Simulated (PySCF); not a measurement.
```yaml
atoms:
  - { symbol: C, position_ang: [3.2140, 0.6236, 0.2475] }
  - { symbol: O, position_ang: [2.0705, 0.2605, -0.5201] }
  - { symbol: C, position_ang: [1.1701, -0.5031, 0.0896] }
  - { symbol: O, position_ang: [1.2663, -0.8934, 1.2222] }
  - { symbol: C, position_ang: [0.0057, -0.8259, -0.8794] }
  - { symbol: O, position_ang: [-0.9435, -1.6655, -0.3048] }
  - { symbol: C, position_ang: [-1.7317, -1.0298, 0.6955] }
  - { symbol: C, position_ang: [-2.3760, 0.2393, 0.1374] }
  - { symbol: C, position_ang: [-1.2625, 1.0951, -0.4649] }
  - { symbol: O, position_ang: [-0.5326, 0.3463, -1.4239] }
  - { symbol: H, position_ang: [2.9108, 1.1221, 1.1702] }
  - { symbol: H, position_ang: [3.7926, -0.2661, 0.5026] }
  - { symbol: H, position_ang: [3.7966, 1.2938, -0.3784] }
  - { symbol: H, position_ang: [0.4303, -1.3810, -1.7264] }
  - { symbol: H, position_ang: [-1.1114, -0.7922, 1.5675] }
  - { symbol: H, position_ang: [-2.4787, -1.7725, 0.9791] }
  - { symbol: H, position_ang: [-2.8961, 0.7832, 0.9244] }
  - { symbol: H, position_ang: [-3.0836, -0.0283, -0.6488] }
  - { symbol: H, position_ang: [-0.5888, 1.4500, 0.3301] }
  - { symbol: H, position_ang: [-1.6573, 1.9545, -1.0090] }
```

Geometry: GFN2-xTB.

Level of theory: PBE0/6-31G*, SCF density, gas phase, non-relativistic in PySCF.

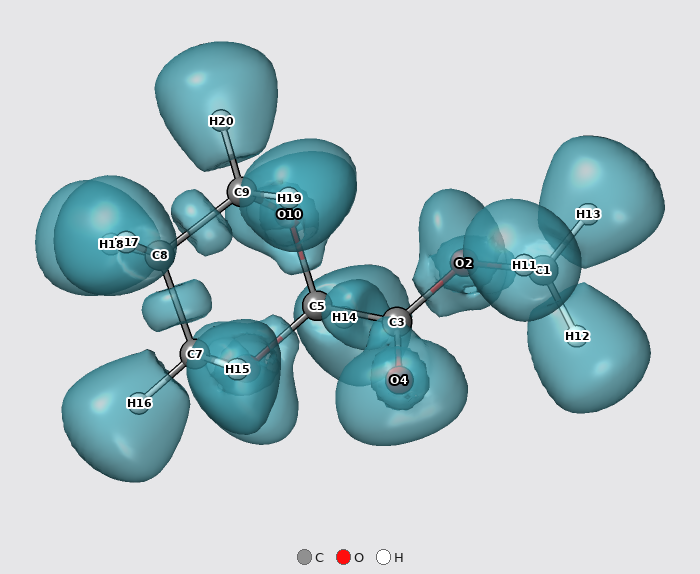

C6H10O4 (SMILES COC(=O)C1OCCCO1). Isosurface of the electron localisation function at 0.75 (cyan), seen across its widest extent. Core shells and regions of very low density are left out.

What do the ELF domains correspond to?

Answer. The ELF exceeds this value in three regions between bonded C–C atoms (shared pairs), ten regions around hydrogen nuclei and four regions on O in which the atom's valence shell and bonds are merged. Profiles from the grid: C–O (1.20 Å): the ELF peaks at about 0.85 between the atoms; a short, multiple covalent bond. C–C (1.53 Å): the ELF peaks at about 0.95 between the atoms (a covalent bond).
